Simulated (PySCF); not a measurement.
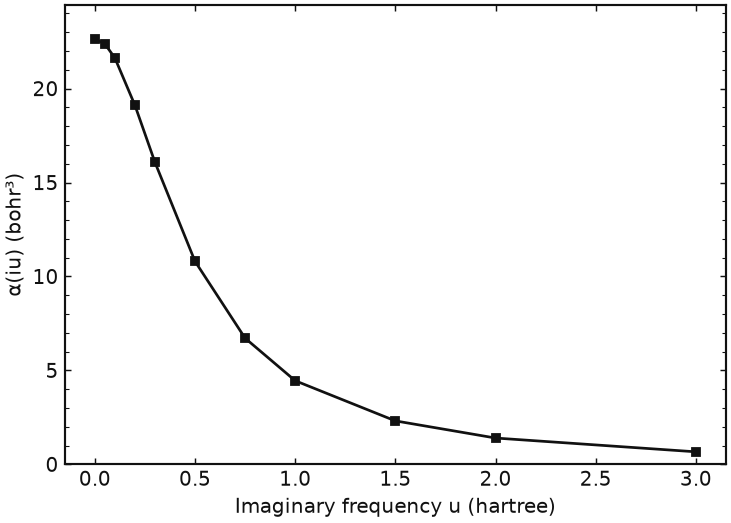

Dipole polarisability at imaginary frequency of an atom or ion with 51 electrons in the configuration [Kr] 4d¹⁰ 5s² 5p³. Coupled response at the TPSS level; PySCF, aug-cc-pVDZ-PP with a 28-electron core potential, unrestricted single determinants, no spin-orbit coupling.

> Which species is it, and what does the curve give?

Te⁺. The static dipole polarisability is 22.6 bohr³; α(iu) falls to half of it near u = 0.48 hartree. The Casimir–Polder integral gives C₆ = 184 hartree bohr⁶ for two such species.
